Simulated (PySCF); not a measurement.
# H8OSi4: the cost of one run

Programs: PySCF 2.14.0, with routines of our own; each step states its level. All values are computed. Atoms count from 0.

## Step 1: The starting structure

13 atoms, charge 0, multiplicity 1; geometry from: GFN2-xTB.

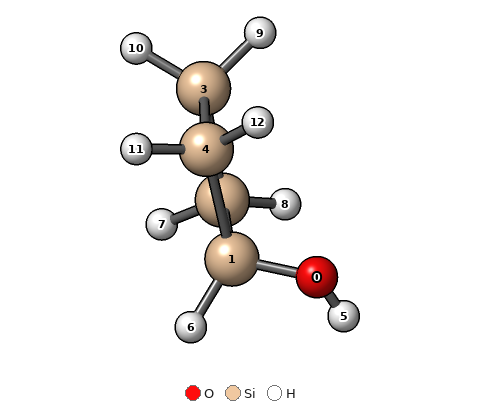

The starting geometry (oxygen red, silicon light orange, hydrogen white).

## Step 2: Relaxing the molecule at PBE0-D3(BJ)/def2-SVP

Job settings and geometry (Å):

```
{"job": {"xc": "PBE0", "basis": "def2-SVP", "d3": "d3bj", "grid": 1, "kind": "geom"}, "charge": 0, "multiplicity": 1}
O      0.260832    -2.195658     1.187496
Si     1.000999    -0.887273     0.526359
Si     0.022487     1.142087     1.219151
Si    -1.069715     1.290392    -0.866433
Si     0.017410    -0.675322    -1.593329
H      0.394477    -2.457764     2.093675
H      2.447620    -1.081531     0.741546
H      0.962199     2.233251     1.518349
H     -0.828342     1.124728     2.421423
H     -2.539138     1.236299    -0.817029
H     -0.828490     2.508264    -1.655067
H      0.978516    -0.470499    -2.690344
H     -0.823243    -1.766488    -2.103524
```

Run with:

```bash
OMP_NUM_THREADS=1 python excited_run.py task.json out
```

The driver reads the jobs from task.json and runs them one after another.

Q: Estimate the wall time and peak memory of this first job on 1 thread of Arm Neoverse V1, shared host.

About 23 s, with a peak of 0.56 GiB.
